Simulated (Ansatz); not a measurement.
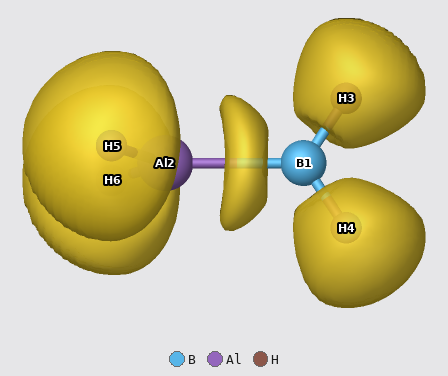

The picture shows: AlBH4. Isosurface of the ELF at 0.85 (yellow), seen from one side. Core shells and regions of very low density are left out.

Geometry: PBE0-D4/def2-TZVP.

Theory: RKS PBE0-D4/def2-TZVPP in Ansatz.

The calculation's input:

```
crystal:
  periodic: [false, false, false]
  atoms:
    - {symbol: B, position_ang: [-0.020302, -1.123373, 0.033417]}
    - {symbol: Al, position_ang: [0.031490, 0.989427, -0.044656]}
    - {symbol: H, position_ang: [-0.974295, -1.765091, -0.312050]}
    - {symbol: H, position_ang: [0.901828, -1.783729, 0.426988]}
    - {symbol: H, position_ang: [0.549343, 1.750140, -1.345877]}
    - {symbol: H, position_ang: [-0.446065, 1.868524, 1.195978]}
basis:
  gaussian: {orbitals: def2-TZVPP}
hamiltonian: {xc: pbe0, dispersion: d4}
output: {orbitals: {seedname: orbitals}}
```

Command:

```sh
ansatz run in.yaml --threads 2 --pin off --events-out ev --progress --plain --max-ram 4352MiB
```

### Where are the electrons localised?

The ELF exceeds this value in one region between bonded Al–B atoms (shared pairs) and four regions around hydrogen nuclei. Profiles from the grid: Al–B (2.11 Å): the ELF peaks at about 1 between the atoms (a covalent bond). B–H (1.20 Å): the ELF climbs to about 1 towards the hydrogen, as it does in any bond to H; an ordinary covalent bond to hydrogen.
